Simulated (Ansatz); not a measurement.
# Amorphous Ti20O41Na2

The cell was made by melting and quenching with the CHGNet potential and then relaxed with DFT. O atoms were pushed apart under 1.9 Å during the dynamics, to hinder bonds among them. The hot cell started wider than the set density and was brought back towards it in steps. It is the lowest in DFT energy of 2 quenches. It is a model cell: composition and starting density were chosen by hand, and all elements were melted together. No dispersion term was used.

Methods: PBE, scalar-relativistic without spin-orbit coupling (Ansatz, a quantum-chemistry and plane-wave program); r2SCAN, scalar-relativistic without spin-orbit coupling (Ansatz); HSE06, scalar-relativistic without spin-orbit coupling (Ansatz). Geometry, pressure, stress and energy are those of the PBE run. Its sampling: a 2×2×2 Γ-centred mesh; Fermi-Dirac width 0.02 eV; no spin polarisation. Other functionals are single points at the zone centre (r2SCAN at 500 eV; exact exchange cut at the cell's faces), free to take moments where seeds were set. At PBE the levels at the filled edge of the gap are localised (band-tail or defect states), and the nearest spread-out levels lie 3.0 eV apart at the zone centre.

```json
{
 "number_of_atoms_in_the_cell": "63",
 "Density (held, not predicted)": "3.54 g/cm³",
 "volume_per_atom": "12.35 Å³",
 "Pressure on a 2×2×2 Γ-centred mesh": "0.77 GPa",
 "Largest force and stress component on that mesh (the relaxation ran on the zone centre alone)": "0.10 eV/Å and 0.9 GPa",
 "Level gap on a 2×2×2 Γ-centred mesh (PBE)": "2.54 eV",
 "Level gap at the zone centre (PBE)": "2.59 eV",
 "Level gap at the zone centre (r2SCAN)": "2.94 eV",
 "Level gap at the zone centre (HSE06)": "4.11 eV"
}
```

Bonds are counted up to Ti-Ti 3.12 Å, Ti-O 2.64 Å, Ti-Na 3.39 Å, O-O 1.58 Å, O-Na 2.78 Å, Na-Na 3.65 Å. Two cations that share two anions don't count as bonded, nor two that share one unless they lie closer than Ti-Ti 3.04 Å, Ti-Na 3.30 Å, Na-Na 3.55 Å.

```
Quantity                                                            Value
---------------------------------  --------------------------------------
Mean coordination of Ti by anions    5.55 (11 with 5, 7 with 6, 2 with 7)
Mean coordination of O             2.98 (11 with 2, 20 with 3, 10 with 4)
Mean coordination of Na by anions               5.50 (1 with 5, 1 with 6)
Mean Ti-O bond                      1.982 Å (spread 0.175 Å, 111 counted)
Mean O-Na bond                       2.539 Å (spread 0.157 Å, 11 counted)
```

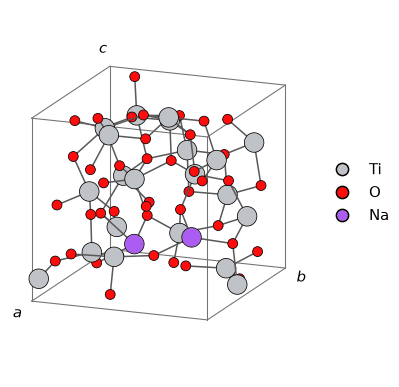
Figure: The relaxed cell

Its density started from a set value of 3.54 g/cm³. The quench (nominally 360 K/ps over its main leg) was far faster than any real one, so the model tends to hold more defects than a real film. One small periodic cell is one sample of the glass; other quenches scatter about these values. The volume was held where the preparation left it and the shape relaxed, at a PBE pressure of 0.8 GPa. Stress components on the final sampling reach 0.9 GPa.
